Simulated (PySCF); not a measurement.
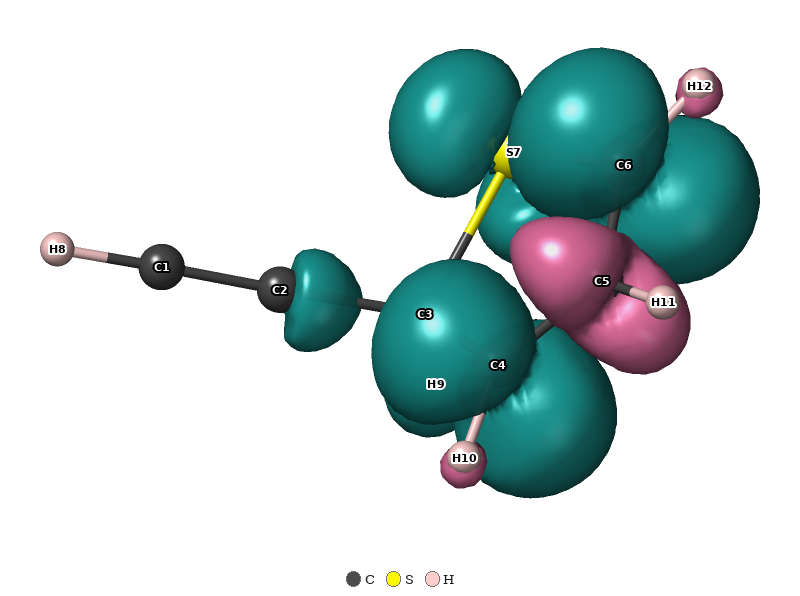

Figure 1: C6H5S (doublet). Isosurfaces of the spin density at +0.02 (teal) and −0.02 e/Å³ (pink), seen at a tilt.

Geometry: GFN2-xTB.

Level of theory: UKS B3LYP, pcH-1 on C H S, non-relativistic, mean-field spin-orbit, GIAO (PySCF).

```xyz
12

C     2.7439   -0.6319   -0.1677
C     1.6111   -0.3587   -0.4419
C     0.2290   -0.0276   -0.7103
C    -0.2859    1.0326    0.2096
C    -1.3374    0.6439    0.9861
C    -1.7719   -0.6554    0.7827
S    -0.8692   -1.4961   -0.4227
H     3.7439   -0.8623    0.0499
H     0.1227    0.2397   -1.7699
H     0.1990    1.9902    0.2371
H    -1.8101    1.2882    1.7082
H    -2.5738   -1.1633    1.2776
```

Describe the spin distribution.

The unpaired spin (1 electron) lies mostly on C6 (about 0.4), C4 (about 0.3) and S7 (about 0.2), in electrons by Hirshfeld's partition.
